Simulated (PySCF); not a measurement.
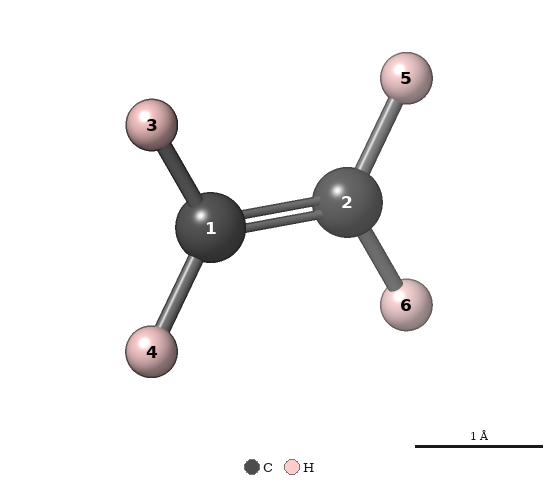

(Drawn from a calculation with PySCF.)

Orthographic view. Atoms fade into the background with distance from the viewer. Geometry: a fixed input geometry, not necessarily a minimum.

Write a MOL file (V2000) with the atoms in numerical order, bonds sorted by atom number with the orders drawn, and coordinates in the frame of the picture: x right, y up, z towards the viewer, origin at the mean position.

```
C2H4
                    3D

  6  5  0  0  0  0  0  0  0  0999 V2000
   -0.5400   -0.1000    0.3700 C   0  0  0  0  0  0  0  0  0  0  0  0
    0.5400    0.1000   -0.3700 C   0  0  0  0  0  0  0  0  0  0  0  0
   -1.0100    0.7100    0.9300 H   0  0  0  0  0  0  0  0  0  0  0  0
   -1.0100   -1.0900    0.4500 H   0  0  0  0  0  0  0  0  0  0  0  0
    1.0100    1.0900   -0.4500 H   0  0  0  0  0  0  0  0  0  0  0  0
    1.0100   -0.7100   -0.9400 H   0  0  0  0  0  0  0  0  0  0  0  0
  1  2  2  0
  1  3  1  0
  1  4  1  0
  2  5  1  0
  2  6  1  0
M  END
```
